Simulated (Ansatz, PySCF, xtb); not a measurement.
CF4 (SMILES FC(F)(F)F) and H2 (SMILES [H][H]) are pulled apart as rigid monomers along the line of their centres of mass, from the B3LYP-D3(BJ)/def2-TZVP minimum. Starting geometry (charge 0, multiplicity 1):
```xyz
7

F     -0.70530     1.00707     0.34584
C     -0.00977    -0.00812    -0.14827
F     -0.01405     0.05740    -1.47301
F      1.23902     0.05469     0.29272
F     -0.55898    -1.15089     0.23904
H     -0.27251     0.24314     3.35462
H      0.32155    -0.20326     3.38907
```

Interaction energies with rigid monomers; basis-set methods are counterpoise corrected unless marked otherwise.

Rows in STO-3G carry no dispersion term and start afresh at each structure.

Run with Ansatz (Gaussian basis) for Hartree–Fock, density functionals and correlated methods; PySCF for STO-3G rows, the dispersion terms; xtb for the GFN methods. Values without a source in brackets are computed.

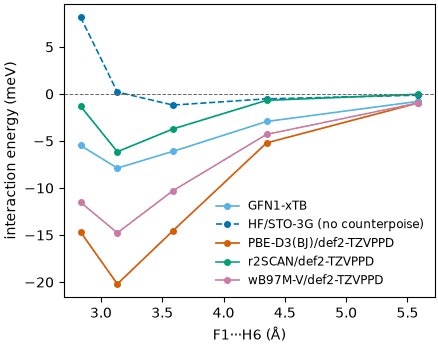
*Interaction energy against separation*

### Question
Which level binds most strongly at F1···H6 = 3.13, and by how much?

### Answer
PBE-D3(BJ)/def2-TZVPPD, -20 meV.

Ansatz is a first-principles code.
